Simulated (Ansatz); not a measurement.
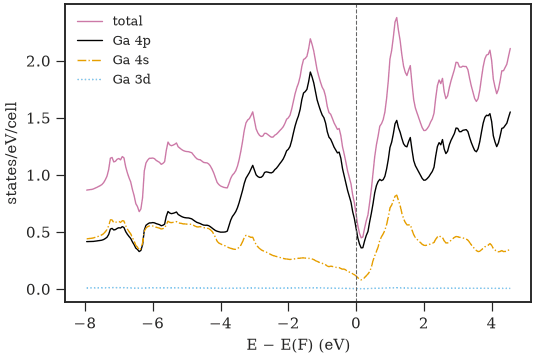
*Total and projected density of states of Ga (α-Ga, Cmce), PBEsol in the plane-wave PAW code Ansatz*

**Question.** Which orbitals carry the states next to the Fermi level?

**Answer.** Within 0.5 eV of the Fermi level: Ga 4p 81 %, Ga 4s 17 %. Projections are on Löwdin-orthogonalised atomic valence shells; empty p or d shells of many metals are not among them.

**Question.** Where is the tallest occupied peak in this window, and what makes it?

**Answer.** Near -1.3 eV, about 2.2 states/eV per cell; the largest projected share is Ga 4p.

Symmetry was held in the PBEsol relaxation. Scalar-relativistic: spin–orbit coupling is off unless named, which matters more the heavier the elements.

Potentials: the earlier of the program's two PAW sets. The files were generated under PBE; for other functionals the program regenerates the frozen cores, and for LDA and PBEsol the local potential too.
